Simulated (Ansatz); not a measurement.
System: C5H3 (SMILES C#CC#C[CH2-]) (charge −1).

```xyz
8

C    -0.0208   -2.2881    1.7485
C    -1.0390   -1.6160    1.4085
C    -2.1619   -1.0432    0.9736
C    -3.2037   -0.4318    0.5984
C    -4.3200    0.2098    0.1917
H     0.8656   -2.0560    2.3344
H    -4.3523    0.7589   -0.7550
H    -5.2335    0.2087    0.7953
```

Geometry: B3LYP-D3(BJ)/def2-SVPD.

Method: Ansatz, isolated molecule in a Gaussian basis; Kohn-Sham density functional theory, functional PBE0.

### What can the converged electron density and electron localisation function tell about the bonding?

C–C (1.26 Å): ρ at the midpoint is about 2.5 e/Å³; the ELF peaks at about 0.85 between the atoms; a multiple bond.
C–H (1.09 Å): ρ is about 1.9 e/Å³ halfway; the ELF climbs to about 1 towards the hydrogen, as it does in any bond to H; a covalent bond by its length.
C–C (1.33 Å): the density is about 2.2 e/Å³ at the midpoint; the ELF peaks at about 0.90 between the atoms: a multiple bond.

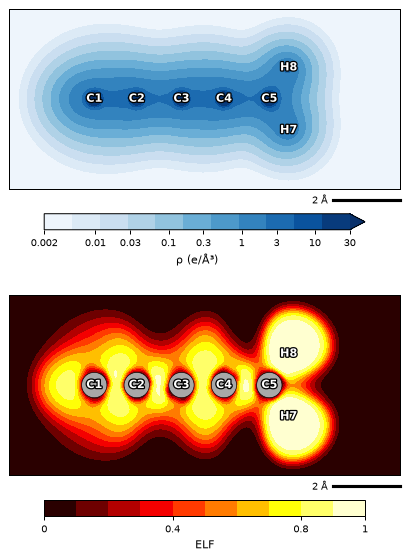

Computed electron density and electron localisation function on the plane of atoms H7, C5 and H8, in this order. Grey discs cover the atomic cores in the ELF map. 
